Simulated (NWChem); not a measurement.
# the pair P4···BHF2: a chain of runs

Wanted: the energy (singlet BP4HF2, M06-2X/def2-SVPD), then the energy (singlet P4, M06-2X/def2-SVPD), then the energy (singlet BHF2, M06-2X/def2-SVPD), then a single-point energy (singlet P4, M06-2X/def2-SVPD), then a single-point energy (singlet BHF2, M06-2X/def2-SVPD) of BF2HP4 and its partners. 

The calculation is run with NWChem 7.3.0.

## 1. The structure to begin with

BP4HF2 has 8 atoms, charge 0, and is taken as a singlet. The two molecules were placed rigidly side by side, at 0.9 times their contact distance; the pair isn't optimised.

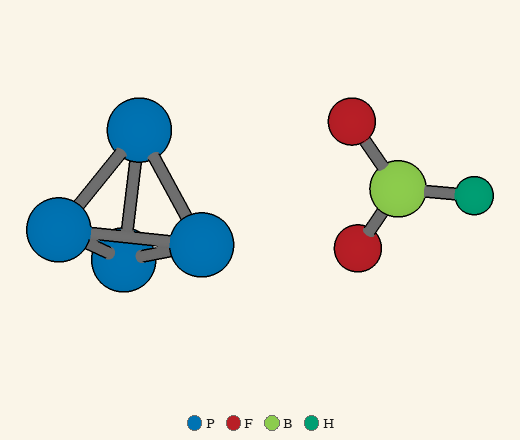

The structure, seen from a chosen angle (phosphorus blue, fluorine red, boron green, hydrogen teal).

## 2. The energy at M06-2X/def2-SVPD (run 1)

Input file nw.nw:

```
START nw
memory total 2200 mb
GEOMETRY units bohr noautosym nocenter noautoz
  P  -1.36967350 -0.18897261  2.11532163
  P   2.44700636  0.20749193  0.59654874
  P  -0.34959933 -2.06301401 -1.41695444
  P  -0.72773353  2.04449469 -1.29487814
  F   4.72590268 -2.80401342 -4.20237296
  B   3.59004500 -2.67959385 -6.40539677
  F   1.94728718 -0.85595145 -6.77098319
  H   4.03719200 -4.17774982 -8.02513773
END
BASIS spherical bse
  P library def2-SVPD
  F library def2-SVPD
  B library def2-SVPD
  H library def2-SVPD
END
DFT
  xc m06-2x
  grid fine
  convergence energy 1e-08
  maxiter 100
  mulliken
  noprint "final vectors analysis"
END
TASK dft energy
```

The run is started by

```bash
$ nwchem nw.nw > nw.out
```

Standard output (excerpt; [...] marks lines left out):

```text
[...]
          Wavefunction type:  closed shell.
          No. of atoms     :     8
          No. of electrons :    84
[...]
          Charge           :     0
          Spin multiplicity:     1
[...]
          AO basis - number of functions:   170
[...]
              XC Information
              --------------
                       M06-2X Method XC Functional
                     Hartree-Fock (Exact) Exchange  0.540
                        M06-2X Exchange Functional  1.000
                      M06-2X Correlation Potential  1.000
[...]
 d= 0,ls=0.0,diis     1  -1589.9053986539 -2.18D+03  8.47D-03  8.20D-01     8.0
[...]
 d= 0,ls=0.0,diis    11  -1590.0079763239 -1.92D-09  2.33D-07  7.38D-10    80.4
         Total DFT energy =    -1590.007976323852
      One electron energy =    -3366.736412806616
           Coulomb energy =     1309.758202392612
    Exchange-Corr. energy =     -118.305833810157
 Nuclear repulsion energy =      585.276067900311
[...]
      Total Density - Mulliken Population Analysis
     ---------------------------------------------
    Atom       Charge   Shell Charges
 -----------   ------   -------------------------------------------------------
    1 P   15    14.98   2.00  1.99  1.26  0.62  0.06  5.93  1.37  1.61  0.14  0.01
    2 P   15    14.99   2.00  1.98  1.27  0.62  0.04  5.93  1.36  1.64  0.14  0.02
    3 P   15    15.06   2.00  1.98  1.26  0.61  0.06  5.93  1.36  1.68  0.14  0.03
    4 P   15    14.98   2.00  1.98  1.27  0.61  0.05  5.93  1.36  1.63  0.14  0.01
    5 F    9     9.26   1.99  1.13  0.73  0.05  3.36  1.85  0.13  0.01  0.00
    6 B    5     4.66   1.99  0.75  0.17  0.01  1.46  0.08  0.22  0.00
    7 F    9     9.30   1.99  1.13  0.73  0.08  3.36  1.85  0.14  0.01  0.00
    8 H    1     0.76   0.77 -0.01  0.01 -0.01
[...]
```

It took 81 s on 1 thread of Intel Xeon Platinum 8488C (Sapphire Rapids), shared host; peak memory 0.12 GiB.

## 3. P4: the energy at M06-2X/def2-SVPD (run 2)

Input file struct.nw:

```
start struct
memory stack 880 mb heap 220 mb global 1100 mb
geometry units bohr noautosym nocenter noautoz
P  -1.36967350 -0.18897261  2.11532163
P   2.44700636  0.20749193  0.59654874
P  -0.34959933 -2.06301401 -1.41695444
P  -0.72773353  2.04449469 -1.29487814
end
basis spherical bse
* library def2-SVPD
end
dft
xc m06-2x
grid fine
convergence energy 1e-08
maxiter 100
mulliken
print low
end
task dft energy
```

The run is started by

```bash
$ nwchem struct.nw > struct.out
```

Standard output (excerpt; [...] marks lines left out):

```text
[...]
 d= 0,ls=0.0,diis     1  -1364.9607895572 -1.69D+03  8.30D-03  2.43D-01     1.8
[...]
 d= 0,ls=0.0,diis     8  -1364.9949262167 -1.00D-10  5.20D-07  1.97D-09    12.9
         Total DFT energy =    -1364.994926216714
      One electron energy =    -2539.441546115496
           Coulomb energy =      940.307126767370
    Exchange-Corr. energy =      -92.992931198538
 Nuclear repulsion energy =      327.132424329951
[...]
      Total Density - Mulliken Population Analysis
     ---------------------------------------------
    Atom       Charge   Shell Charges
 -----------   ------   -------------------------------------------------------
    1 P   15    15.00   2.00  1.99  1.26  0.62  0.05  5.93  1.37  1.63  0.14  0.02
    2 P   15    15.00   2.00  1.99  1.26  0.62  0.05  5.93  1.37  1.63  0.14  0.02
    3 P   15    15.00   2.00  1.99  1.26  0.62  0.05  5.93  1.37  1.63  0.14  0.02
    4 P   15    15.00   2.00  1.99  1.26  0.62  0.05  5.93  1.37  1.63  0.14  0.02
[...]
```

It took 14 s on 1 thread of Intel Xeon Platinum 8488C (Sapphire Rapids), shared host; peak memory 0.12 GiB.

## 4. BHF2: a single-point energy at M06-2X/def2-SVPD (run 3)

Input file geom.nw:

```
start geom
title "BF2H M06-2X"
memory total 2200 mb
charge 0

geometry units bohr noautosym nocenter noautoz
 F      4.72590268    -2.80401342    -4.20237296
 B      3.59004500    -2.67959385    -6.40539677
 F      1.94728718    -0.85595145    -6.77098319
 H      4.03719200    -4.17774982    -8.02513773
end

basis spherical bse
 * library def2-SVPD
end

dft
 xc m06-2x
 mult 1
 grid fine
 convergence energy 1e-08
 maxiter 100
 mulliken
 print low
end

task dft energy
```

The run is started by

```bash
$ nwchem geom.nw > geom.out
```

Standard output (excerpt; [...] marks lines left out):

```text
[...]
 d= 0,ls=0.0,diis     1   -224.9422101308 -2.87D+02  1.42D-02  5.75D-01     0.7
[...]
 d= 0,ls=0.0,diis     8   -225.0111234637 -2.55D-10  2.36D-07  1.35D-09     4.6
         Total DFT energy =     -225.011123463690
      One electron energy =     -434.635033211228
           Coulomb energy =      173.038553322337
    Exchange-Corr. energy =      -25.303075637507
 Nuclear repulsion energy =       61.888432062708
[...]
      Total Density - Mulliken Population Analysis
     ---------------------------------------------
    Atom       Charge   Shell Charges
 -----------   ------   -------------------------------------------------------
    1 F    9     9.33   1.99  1.13  0.73  0.12  3.36  1.86  0.13  0.01  0.01
    2 B    5     4.51   1.99  0.73  0.03  0.01  1.46  0.05  0.22  0.02
    3 F    9     9.33   1.99  1.13  0.73  0.12  3.36  1.86  0.13  0.01  0.01
    4 H    1     0.83   0.77  0.05  0.01 -0.00
[...]
```

It took 5.4 s on 1 thread of Intel Xeon Platinum 8488C (Sapphire Rapids), shared host; peak memory 0.11 GiB.

## 5. P4 among ghost functions: a single-point energy at M06-2X/def2-SVPD (with ghost functions) (run 4)

Input file mol.nw:

```
START mol
TITLE "P4 energy"
memory stack 880 mb heap 220 mb global 1100 mb
charge 0

GEOMETRY units angstrom noautosym nocenter noautoz
  P    -0.724800   -0.100000    1.119380
  P     1.294900    0.109800    0.315680
  P    -0.185000   -1.091700   -0.749820
  P    -0.385100    1.081900   -0.685220
  bqF      2.500840    -1.483820    -2.223800
  bqB      1.899770    -1.417980    -3.389590
  bqF      1.030460    -0.452950    -3.583050
  bqH      2.136390    -2.210770    -4.246720
END

BASIS spherical bse
  P library def2-SVPD
  bqF library F def2-SVPD
  bqB library B def2-SVPD
  bqH library H def2-SVPD
END

DFT
  xc m06-2x
  grid fine
  convergence energy 1e-08
  iterations 100
  mulliken
  print low
END

TASK dft
```

The run is started by

```bash
$ nwchem mol.nw > mol.out
```

Standard output (excerpt; [...] marks lines left out):

```text
[...]
 d= 0,ls=0.0,diis     1  -1364.9623783470 -1.69D+03  4.98D-03  2.45D-01     8.0
[...]
 d= 0,ls=0.0,diis     8  -1364.9966150072 -8.85D-09  2.97D-07  1.12D-10    56.4
         Total DFT energy =    -1364.996615007207
      One electron energy =    -2539.397317903400
           Coulomb energy =      940.257074404274
    Exchange-Corr. energy =      -92.988819398513
 Nuclear repulsion energy =      327.132447890431
[...]
      Total Density - Mulliken Population Analysis
     ---------------------------------------------
    Atom       Charge   Shell Charges
 -----------   ------   -------------------------------------------------------
    1 P   15    14.97   2.00  1.99  1.26  0.62  0.06  5.93  1.37  1.60  0.14  0.01
    2 P   15    15.00   2.00  1.98  1.26  0.62  0.04  5.93  1.36  1.65  0.14  0.01
    3 P   15    15.02   2.00  1.98  1.26  0.63  0.03  5.93  1.36  1.67  0.14  0.01
    4 P   15    14.99   2.00  1.98  1.26  0.62  0.05  5.93  1.36  1.63  0.14  0.01
    5 X    0    -0.01   0.00 -0.00  0.00 -0.03  0.00  0.00  0.03  0.00 -0.00
    6 X    0     0.01  -0.00  0.00 -0.01  0.00  0.00  0.02  0.00 -0.00
    7 X    0     0.01   0.00 -0.00  0.00 -0.01  0.00  0.00  0.02  0.00 -0.00
    8 X    0    -0.00  -0.00  0.00 -0.00 -0.00
[...]
```

It took 57 s on 1 thread of Intel Xeon Platinum 8488C (Sapphire Rapids), shared host; peak memory 0.12 GiB.

## 6. BHF2 among ghost functions: a single-point energy at M06-2X/def2-SVPD (with ghost functions) (run 5)

Input file struct.nw:

```
start struct
title "BF2H M06-2X"
memory total 2200 mb
geometry units bohr noautosym nocenter noautoz
  F   4.72590268 -2.80401342 -4.20237296
  B   3.59004500 -2.67959385 -6.40539677
  F   1.94728718 -0.85595145 -6.77098319
  H   4.03719200 -4.17774982 -8.02513773
  bqP     -1.369673    -0.188973     2.115322
  bqP      2.447006     0.207492     0.596549
  bqP     -0.349599    -2.063014    -1.416954
  bqP     -0.727734     2.044495    -1.294878
end
basis spherical bse
  F library def2-SVPD
  B library def2-SVPD
  H library def2-SVPD
  bqP library P def2-SVPD
end
dft
  xc m06-2x
  grid fine
  convergence energy 1e-08
  iterations 100
  mulliken
  print low
end
task dft
```

The run is started by

```bash
$ nwchem struct.nw > struct.out
```

Standard output (excerpt; [...] marks lines left out):

```text
[...]
 d= 0,ls=0.0,diis     1   -224.9429759702 -2.87D+02  6.55D-03  5.75D-01     7.5
[...]
 d= 0,ls=0.0,diis     8   -225.0118450353 -2.59D-10  9.17D-08  1.04D-09    57.1
         Total DFT energy =     -225.011845035330
      One electron energy =     -434.636044393264
           Coulomb energy =      173.037950051775
    Exchange-Corr. energy =      -25.302182756550
 Nuclear repulsion energy =       61.888432062708
[...]
      Total Density - Mulliken Population Analysis
     ---------------------------------------------
    Atom       Charge   Shell Charges
 -----------   ------   -------------------------------------------------------
    1 F    9     9.28   1.99  1.13  0.74  0.08  3.36  1.86  0.11  0.01  0.00
    2 B    5     4.61   1.99  0.75  0.15  0.01  1.46  0.04  0.22  0.00
    3 F    9     9.32   1.99  1.13  0.73  0.10  3.36  1.86  0.13  0.01  0.00
    4 H    1     0.76   0.77 -0.01  0.01 -0.01
    5 X    0     0.00   0.00 -0.00 -0.00  0.00 -0.00 -0.00 -0.00  0.00 -0.00  0.00
    6 X    0     0.00   0.00  0.00 -0.00  0.00 -0.00  0.00 -0.00  0.00  0.00  0.00
    7 X    0     0.02   0.00  0.00 -0.00  0.00  0.01  0.00 -0.00  0.00  0.00  0.01
    8 X    0    -0.00   0.00  0.00 -0.00  0.00 -0.00  0.00 -0.00  0.00 -0.00 -0.00
[...]
```

Run time: 58 s. Hardware: 1 thread of Intel Xeon Platinum 8488C (Sapphire Rapids), shared host; peak memory 0.12 GiB.

## 7. Outcome

```
                                                                                                              quantity           value
                                                                                 run 1, M06-2X/def2-SVPD: total energy  -1590.00798 Eh
                                                                                run 1, M06-2X/def2-SVPD: dipole moment          1.14 D
                                                                                                      P4: total energy  -1364.99493 Eh
                                                                                                    BHF2: total energy   -225.01112 Eh
                                                                                P4 among ghost functions: total energy  -1364.99662 Eh
                                                                              BHF2 among ghost functions: total energy   -225.01185 Eh
              interaction energy of the rigid parts P4 and BHF2 (parts in their own basis; closest atoms 3.09 Å apart)       -0.052 eV
interaction energy of the rigid parts P4 and BHF2 (parts in the whole basis, counterpoise; closest atoms 3.09 Å apart)        0.013 eV
```

**Reading.** The interaction energy of the rigid parts P4 and BHF2 (parts in their own basis; closest atoms 3.09 Å apart) is −0.05 eV (−5.1 kJ/mol). Without counterpoise this holds the superposition error of the basis. The interaction energy of the rigid parts P4 and BHF2 (parts in the whole basis, counterpoise; closest atoms 3.09 Å apart) is 0.01 eV (1.3 kJ/mol). The basis-set superposition error is 6.3 kJ/mol. It is larger than the uncorrected attraction, which is thus an artefact of the basis. Mulliken charges (run 1, M06-2X/def2-SVPD) run from -0.30 on F7 to +0.34 on B6; in a basis this large or diffuse they mean little.
